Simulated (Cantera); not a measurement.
Charge: 1 mol CHF3, 0.023 mol F2, equilibrated at 1902 °C.

Method: chemical equilibrium by Gibbs-energy minimisation in Cantera with the NASA 1993 tables (ideal gas, pure condensed phases). Candidate condensed phases: C, C6H6, C7H8, C8H18; 95 gas species. Gases not in the tables: C2F6 and larger saturated fluorocarbons. Kinetics and transport are ignored.

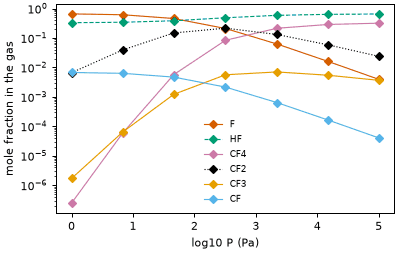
*Equilibrium gas composition (values under 1e-9 drawn at 1e-9)*

### Question
Read off the mole fractions at 0.150 bar.

### Answer
HF about 0.63, CF4 about 0.29, CF2 about 0.058, F about 0.016, CF3 about 0.0054, CF about 0.00016.
